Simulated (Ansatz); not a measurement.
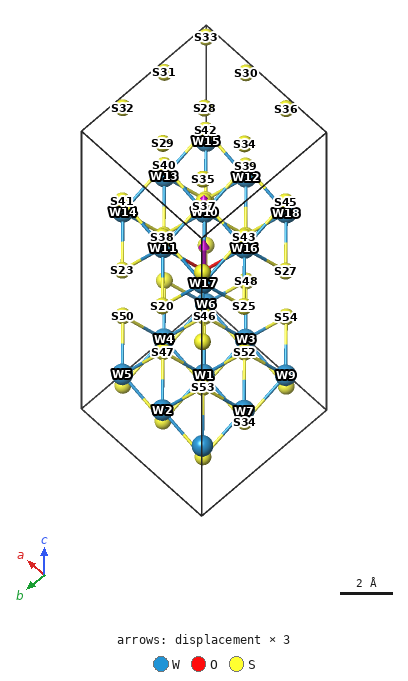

A relaxation of a defect cell of composition W18S35O. The starting structure is drawn; purple arrows show the displacements, magnified 3 times.

Style: ball-and-stick. Shown: the cell of the calculation (origin shifted), from a free direction.

These are results of DFT, PBE, plane-wave PAW, default files, scalar-relativistic in Ansatz, not measurements. (plane-wave cutoff 420 eV; k-point mesh 3 × 3 × 2; occupations fermi dirac; smearing width 0.01 eV; no spin polarisation; atoms relaxed in a fixed cell; force threshold 0.03 eV/Å; at most 40 steps)

Q: Which element moves most?

A: Oxygen: up to 0.47 Å, against 0.10 Å for sulfur.

Q: What happened in the run?

A: Over 4 accepted moves (5 points after the start) the energy falls by 1.473 eV per cell of the calculation. Largest force component: 4.5 eV/Å at the start, 0.028 eV/Å at the end. 1 step only repeated the SCF at the same geometry. The largest move is that of the O atom, 0.47 Å along +c. By element the largest moves are O 0.47 Å, S 0.10 Å, W 0.07 Å. The cell doesn't change. Some distances before and after: O–W 2.411 → 2.086 Å, W–W 3.180 → 3.068 Å, W–W 3.180 → 3.236 Å, S–W 2.411 → 2.426 Å. Among the angles between lasting bonds that change: W–O–W 82.5° → 94.7°, O–W–S 82.5° → 89.1°, O–W–S 80.8° → 74.8°. The run took 5.3 min on 4 threads of Arm Neoverse V2 (shared host), peak memory 6.1 GiB.
